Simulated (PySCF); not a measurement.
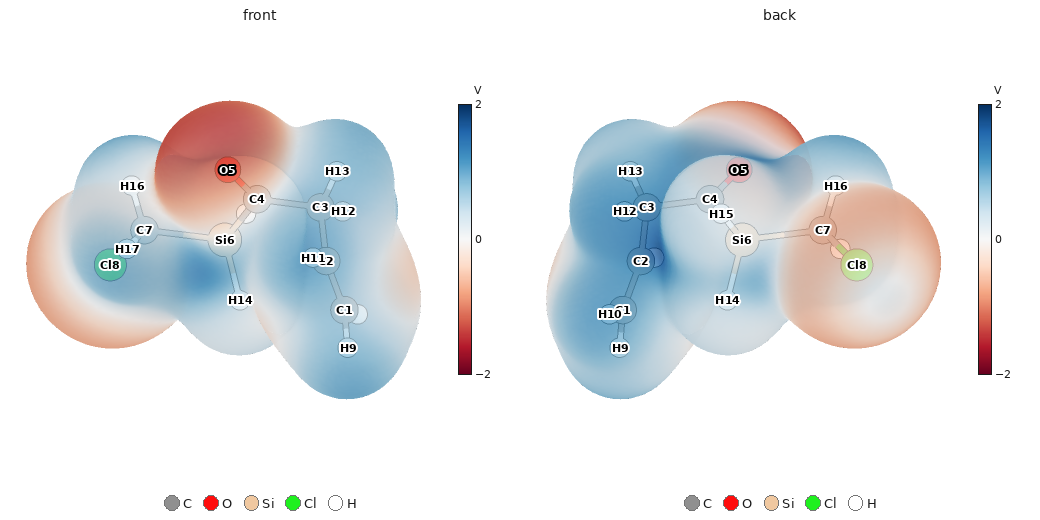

Figure. C5H9ClOSi (SMILES C=CCC(=O)[SiH2]CCl). The electrostatic potential painted on the density surface at 0.002 e/bohr³, seen from the front and from behind; the colour scale runs from red (negative) to blue (positive).

Geometry: GFN2-xTB.

The calculation used PBE0/pcSseg-1, SCF density, gas phase, non-relativistic in PySCF 2.14.0.

```xyz
17

C    -2.3208    0.4943   -1.0710
C    -2.1518   -0.1392    0.0748
C    -1.2194   -1.2953    0.2693
C    -0.0179   -0.7593    1.0249
O     0.0635   -0.8295    2.2284
Si    1.3628    0.0877   -0.0229
C     2.5512    0.8834    1.2336
Cl    3.9006    1.6620    0.3589
H    -2.9958    1.3278   -1.1636
H    -1.8051    0.1926   -1.9680
H    -2.6763    0.1800    0.9650
H    -0.8967   -1.6924   -0.6924
H    -1.7085   -2.0705    0.8616
H     0.7846    1.1037   -0.9000
H     2.0523   -0.9509   -0.7907
H     2.9933    0.1570    1.9125
H     2.0769    1.6607    1.8294
```

Where is the surface potential most negative and most positive?

The most negative region (about −1.4 V) lies over O5, the most positive (about +1.6 V) over Si6. O5 is the likeliest acceptor of a hydrogen bond.
